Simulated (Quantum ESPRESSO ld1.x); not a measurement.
Atomic calculation, with input and output: Ta⁷¹⁺

- system: the tantalum ion Ta⁷¹⁺ in the configuration 1s2.
- method: scalar-relativistic Kohn-Sham, LDA (Slater exchange, Perdew-Zunger correlation), spin-polarised, spherical densities, point nucleus (Quantum ESPRESSO ld1.x 7.5)

**Input**
```
 &input
    atom='Ta',
    iswitch=1,
    rel=1,
    lsd=1,
    dft='PZ',
    config='[He]',
    verbosity='high',
    prefix='ld1',
    max_out_wfc=37,
    file_charge='ld1.rho',
 /
```

Hardware: 1 CPU thread, shared host.

**Log**
```
     Program LD1 v.7.5 starts

     --------------------------- All-electron run ----------------------------

     scalar relativistic calculation

     atomic number is 73.00
     dft =PZ   lsd =1 sic =0 latt =0  beta=0.20 tr2=1.0E-14
     Exchange-correlation= PZ
                           (   1   1   0   0   0   0   0)
     mesh =2113 r(mesh) = 100.03704 a.u. xmin = -8.00 dx = 0.00800
     1 Ry =  13.60569312 eV, c = 137.03599908

     n l     nl                  e(Ry)          e(Ha)          e(eV)
     1 0     1S 1( 1.00)   -5627.100950450   -2813.550475225 -76560.6087039
     1 0     1S 2( 1.00)   -5627.100950450   -2813.550475225 -76560.6087039

     final scf error:  9.6E-15 reached in   9 iterations

     Etot =  -11429.253100 Ry,   -5714.626550 Ha, -155502.910310 eV
     Total magnetization:    0.00 Bohr mag.

     Ekin =   13487.693063 Ry,    6743.846532 Ha,  183509.412754 eV
     Encl =  -25032.529349 Ry,  -12516.264675 Ha, -340584.912418 eV
     Eh   =     204.517967 Ry,     102.258984 Ha,    2782.608703 eV
     Exc  =     -88.934782 Ry,     -44.467391 Ha,   -1210.019349 eV

     normalization and overlap integrals

     s(1S/1S) =  1.000000  <r> =   0.0186  <r2> =    0.0005  r(max) =   0.0117
     s(1S/1S) =  1.000000  <r> =   0.0186  <r2> =    0.0005  r(max) =   0.0117

     ------------------------ End of All-electron run ------------------------
```

**Orbitals**

| orbital | occupation | energy (eV) | ⟨r⟩ (bohr) | outer maximum (bohr) |
| --- | --- | --- | --- | --- |
| 1s up | 1 | −76560.6 | 0.01858 | 0.0117 |
| 1s down | 1 | −76560.6 | 0.01858 | 0.0117 |

**Slater integrals of the outer shells (hartree)**

| integral | value |
| --- | --- |
| F0(1s,1s) | 51.1295 |

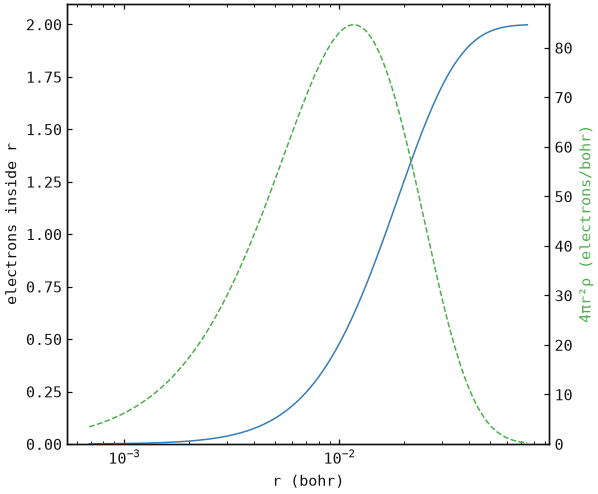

Fig. 1: The number of electrons inside radius r (solid) and the radial density 4πr²ρ (dashed). The count levels off at 2 electrons. Half of them lie within 0.0163 bohr, 90 % within 0.0338 bohr and 99 % within 0.0545 bohr. The radial density has a single maximum, so no shell boundary shows.

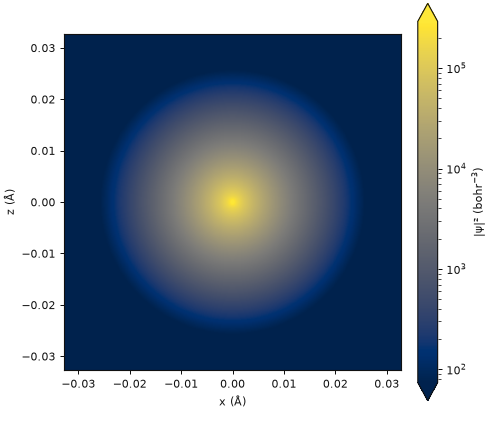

Fig. 2: The 1s orbital. In the xz plane through the nucleus, the colour gives |ψ|² on a logarithmic scale. (1 bohr = 0.529 Å.) The radial function comes from the spherical calculation and is multiplied by a real spherical harmonic; the overall sign is chosen so that the largest lobe of P(r) is positive; at the scalar-relativistic level it is the large component. It has no angular node and no radial node. The maximum of P² lies at 0.0117 bohr, ⟨r⟩ = 0.0186 bohr, 90 % of the charge lies within 0.0337 bohr, and the eigenvalue is −76.56 keV, with 2 electrons in the shell.

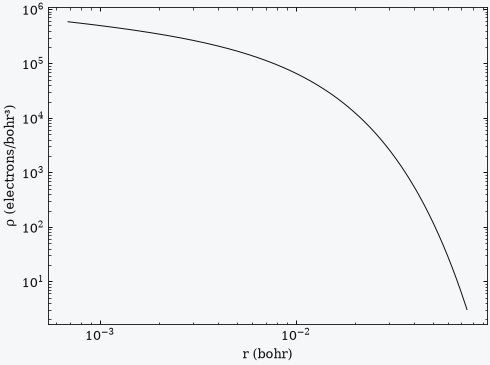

Fig. 3: The electron density ρ(r) on a logarithmic scale. The density falls from 580000 electrons/bohr³ at the inner end (r = 0.00069 bohr) to 0.001 at r = 0.129 bohr, a common measure of the size of an atom or ion. The highest occupied orbital, 1s (⟨r⟩ = 0.0186 bohr, −76.56 keV), is also the most diffuse and sets the fall-off far out: over the last part drawn ln ρ falls by 150 per bohr, against 2√(−2ε) = 150 for the pure exponential.

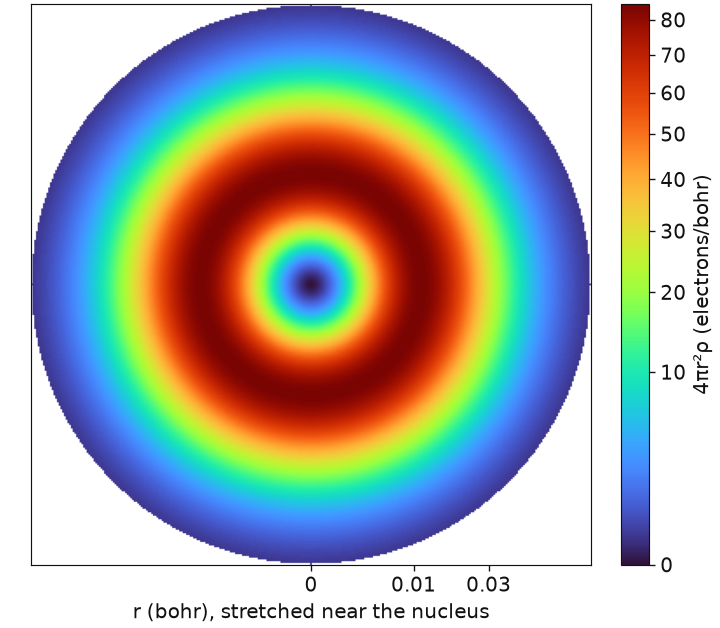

Fig. 4: The radial density 4πr²ρ as a disc about the nucleus, with the radius drawn as r to the power 0.5. There is one bright ring, at r = 0.0117 bohr.

**Results in brief**

- outcome: converged
- total energy: −5714.6265 hartree
- kinetic energy: 6743.8465 hartree
- electron–nucleus energy: −12516.2647 hartree
- Hartree energy: 102.258983 hartree
- exchange–correlation energy: −44.467391 hartree
- radius at density 0.001 e/bohr³: 0.13 bohr
- SCF iterations: 9
- wall time: 0.91 s
